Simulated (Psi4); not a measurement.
**H2O2 (hydrogen peroxide) at PBE/pcseg-2**

Aim: the energy change on altering one bond length of H2O2 (hydrogen peroxide) at PBE/pcseg-2, from 2 runs. 

Program for the calculation: Psi4 1.11.

## 1. Starting point

The species is H2O2 (4 atoms), meant as a singlet with charge 0. SMILES: `OO`. The shape is that of a PBE0-D4/def2-TZVP optimisation.

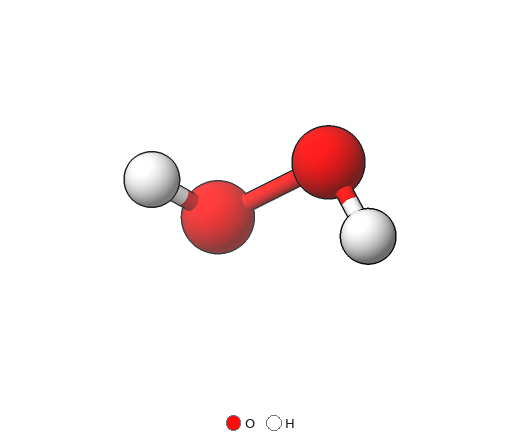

The structure, seen from a chosen angle (oxygen red, hydrogen white).

## 2. A single-point energy at PBE/pcseg-2

File h2o2.in:

```
memory 1.6 GB

molecule {
  0 1
  O     -0.91991868    -1.09811985     0.05782562
  O      0.09127377     1.37647651     0.39098434
  H      0.35224495    -2.11082408     0.88325799
  H      0.47639996     1.83265640    -1.33206795
  units bohr
  symmetry c1
}

set basis pcseg-2
set puream true
set scf_type pk
set dft_radial_points 99
set dft_spherical_points 590

E = energy("pbe")
```

On the command line:

```
$ psi4 -n 1 h2o2.in h2o2.out
```

h2o2.out:

```text
[...]
  Running in c1 symmetry.
[...]
  Nuclear repulsion =   37.283118750301384
[...]
  Multiplicity = 1
[...]
  Nalpha       = 9
  Nbeta        = 9
[...]
    Number of basis functions: 88
[...]
   @RKS iter   1:  -151.32249473292913   -2.31922e-01   7.11821e-03 ADIIS/DIIS
[...]
   @RKS iter   7:  -151.46684000692190   -3.69986e-08   7.58826e-07 DIIS
[...]
    Orbital Energies [Eh]
    ---------------------
    Doubly Occupied:
       1A    -18.807064     2A    -18.807024     3A     -1.045330
       4A     -0.821960     5A     -0.500423     6A     -0.443171
       7A     -0.379967     8A     -0.272455     9A     -0.231932
[...]
  @RKS Final Energy:  -151.46684000692190
   => Energetics <=
    Nuclear Repulsion Energy =             37.2831187503013837
    One-Electron Energy =                -282.2490759990554352
    Two-Electron Energy =                 111.1955626851063101
    DFT Exchange-Correlation Energy =     -17.6964454432741363
    Empirical Dispersion Energy =           0.0000000000000000
    VV10 Nonlocal Energy =                  0.0000000000000000
    Total Energy =                       -151.4668400069218990
[...]
 Multipole Moments:
 ------------------------------------------------------------------------------------
     Multipole            Electronic (a.u.)      Nuclear  (a.u.)        Total (a.u.)
 ------------------------------------------------------------------------------------
 L = 1.  Multiply by 2.5417464519 to convert [e a0] to [Debye]
 Dipole X            :         -0.1834928            0.7731780            0.5896851
 Dipole Y            :          0.0615453           -0.2596362           -0.1980909
 Dipole Z            :          0.0993433           -0.4187680           -0.3194247
 Magnitude           :                                                    0.6992859
[...]
```

Run time: 5.1 s. Hardware: 1 thread of Intel Xeon 6975P-C (Granite Rapids), shared host; peak memory 0.88 GiB.

## 3. The distorted shape, same level

File h2o2.in:

```
memory 1600 mb

molecule geom {
  0 1
  O     -1.11249311    -1.32622302     0.91940278
  O     -0.10130066     1.14837334     1.25256150
  H      0.15967052    -2.33892725     1.74483515
  H      0.47639996     1.83265640    -1.33206795
  units au
  symmetry c1
}

set basis pcseg-2
set reference rks
set puream true
set scf_type pk
set dft_radial_points 99
set dft_spherical_points 590

energy_value = energy('pbe')
```

On the command line:

```
$ psi4 h2o2.in h2o2.out -n 1
```

h2o2.out:

```text
[...]
  Running in c1 symmetry.
[...]
  Nuclear repulsion =   35.435323826270832
[...]
  Multiplicity = 1
[...]
  Nalpha       = 9
  Nbeta        = 9
[...]
    Number of basis functions: 88
[...]
   @RKS iter   1:  -151.20806981021565   -2.64054e-01   7.51695e-03 DIIS/ADIIS
[...]
   @RKS iter  10:  -151.39556846309733   -1.20350e-08   1.18734e-07 DIIS
[...]
    Orbital Energies [Eh]
    ---------------------
    Doubly Occupied:
       1A    -18.832339     2A    -18.812065     3A     -1.029079
       4A     -0.780468     5A     -0.473837     6A     -0.418689
       7A     -0.376933     8A     -0.265145     9A     -0.227951
[...]
  @RKS Final Energy:  -151.39556846309733
   => Energetics <=
    Nuclear Repulsion Energy =             35.4353238262708317
    One-Electron Energy =                -278.6989523760724410
    Two-Electron Energy =                 109.4139526351910092
    DFT Exchange-Correlation Energy =     -17.5458925484867478
    Empirical Dispersion Energy =           0.0000000000000000
    VV10 Nonlocal Energy =                  0.0000000000000000
    Total Energy =                       -151.3955684630973337
[...]
 Multipole Moments:
 ------------------------------------------------------------------------------------
     Multipole            Electronic (a.u.)      Nuclear  (a.u.)        Total (a.u.)
 ------------------------------------------------------------------------------------
 L = 1.  Multiply by 2.5417464519 to convert [e a0] to [Debye]
 Dipole X            :         -0.3100047            0.8630200            0.5530153
 Dipole Y            :         -0.1271649           -0.1532188           -0.2803837
 Dipole Z            :          0.5149711           -0.8207209           -0.3057499
 Magnitude           :                                                    0.6913204
[...]
```

Run time: 6.3 s. Hardware: 1 thread of Intel Xeon 6975P-C (Granite Rapids), shared host; peak memory 0.86 GiB.

## 4. What came out

At PBE/pcseg-2:

```
                                                         quantity          value
                                        first shape: total energy  -151.46684 Eh
                                       first shape: dipole moment         1.78 D
                                         first shape: HOMO energy       -6.31 eV
                                         first shape: LUMO energy       -0.88 eV
                                       first shape: HOMO–LUMO gap        5.43 eV
                                    distorted shape: total energy  -151.39557 Eh
                                   distorted shape: dipole moment         1.76 D
                                     distorted shape: HOMO energy       -6.20 eV
                                     distorted shape: LUMO energy       -3.21 eV
                                   distorted shape: HOMO–LUMO gap        2.99 eV
energy change with the O2–H4 bond stretched from 0.965 to 1.447 Å       1.939 eV
```

**Reading.** One bond (distorted shape) is far stretched, which a spin-restricted single reference describes badly; a broken-symmetry solution may lie lower. With the O2–H4 bond stretched from 0.965 to 1.447 Å the energy rises by 1.94 eV (45 kcal/mol). The first shape isn't relaxed at this level, so the change isn't measured from a minimum. A restricted reference can't describe the breaking bond well at this length.
